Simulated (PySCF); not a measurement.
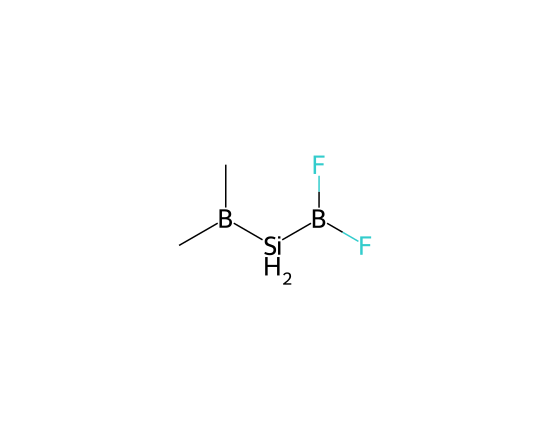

The geometry was computed by an optimisation with GFN2-xTB. No frequency run is at hand to confirm it as a minimum. Level of theory: PBE0/pcSseg-1, gas phase (PySCF 2.14.0).

What is the HOMO energy (Kohn–Sham orbital)?

−8.06 eV.

Give the HOMO–LUMO gap at this level.

6.15 eV.

What is the dipole moment?

2.11 D.

The geometry is semi-empirical. Around B, Si such bond lengths and angles can be off by a tenth of an ångström or more and by several degrees, and values that hang on the shape move with them.
